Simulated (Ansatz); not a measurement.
## Electronic structure of Br···H₂S (SMILES [Br-].S) (charge −1) in real space

Input

```
crystal:
  periodic: [false, false, false]
  atoms:
    - {symbol: Br, position_ang: [0.060461, -0.314688, -2.354362]}
    - {symbol: S, position_ang: [-0.283066, -0.263918, 1.229154]}
    - {symbol: H, position_ang: [0.389976, 0.893714, 1.295793]}
    - {symbol: H, position_ang: [-0.167371, -0.315209, -0.170486]}
basis:
  gaussian: {orbitals: "def2-TZVPPD.json"}
total_charge: -1
hamiltonian: {xc: pbe0, dispersion: d4}
output: {orbitals: {seedname: orbitals}}
```

Launched as:

```sh
ansatz run in.yaml --threads 2 --pin off --events-out ev --progress --plain --max-ram 5222MiB
```

Geometry: PBE0-D4/def2-TZVPD.

Method: RKS PBE0-D4/def2-TZVPPD (Ansatz).

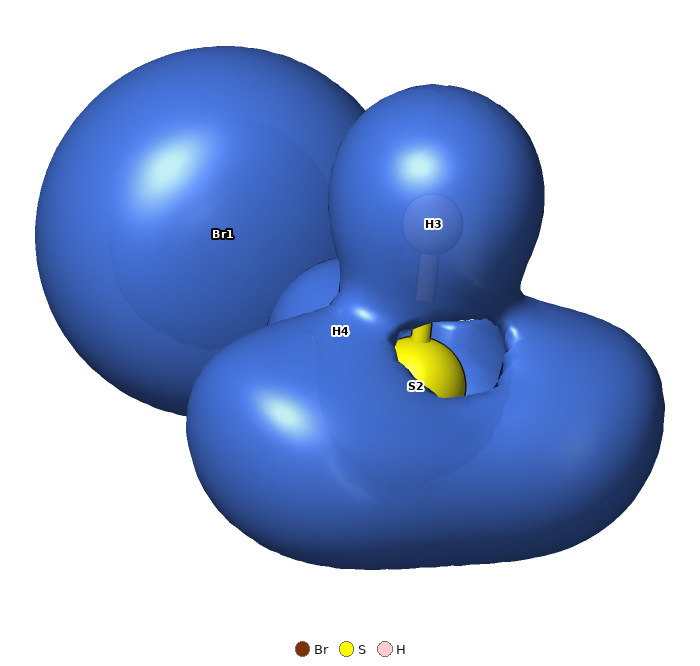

Figure 1. Isosurface of the electron localisation function at 0.75 (blue), seen at an oblique angle. Only the valence region is drawn (cores and ρ < 0.01 e/Å³ removed).

> Describe the localisation domains.

The surface consists of one region wrapped around Br (its valence shell) and one joined region spread over several atoms (H, S), in which their bonds and any lone pairs are merged.


Br1···H4 (2.20 Å): the ELF climbs to about 1 towards the hydrogen, as it does in any bond to H. S–H (1.34 Å): the ELF climbs to about 1 towards the hydrogen.

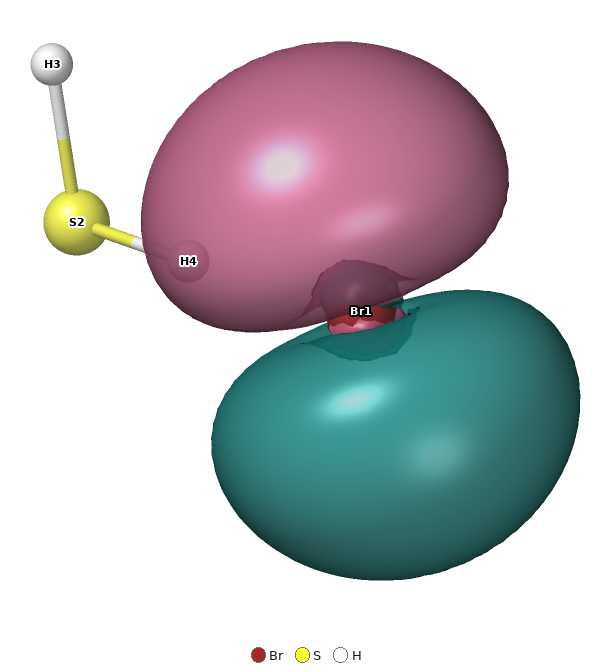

Figure 2. The HOMO−1 at ±0.08 Å⁻³ᐟ² (teal and pink are the two phases), seen at an oblique angle.

> Where does this orbital lie, and at what energy?

It lies mainly on Br1 (about 95 %); it is symmetric in the molecular plane (an in-plane orbital: σ, lone-pair or in-plane π type); largely a lone pair of Br1. Its energy is −1.87 eV.

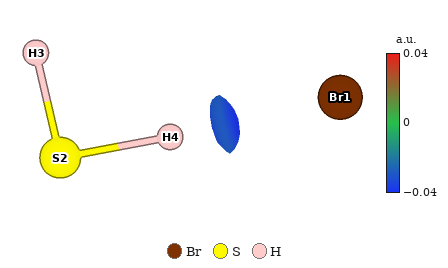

Figure 3. Non-covalent interaction (NCI) plot: the surface where the reduced density gradient is 0.4, for densities under 0.05 a.u., coloured by sign(λ₂)ρ; seen across its widest extent.

> What holds or crowds the atoms apart from the covalent bonds?

H4···Br1 (2.2 Å): an attractive contact (blue).
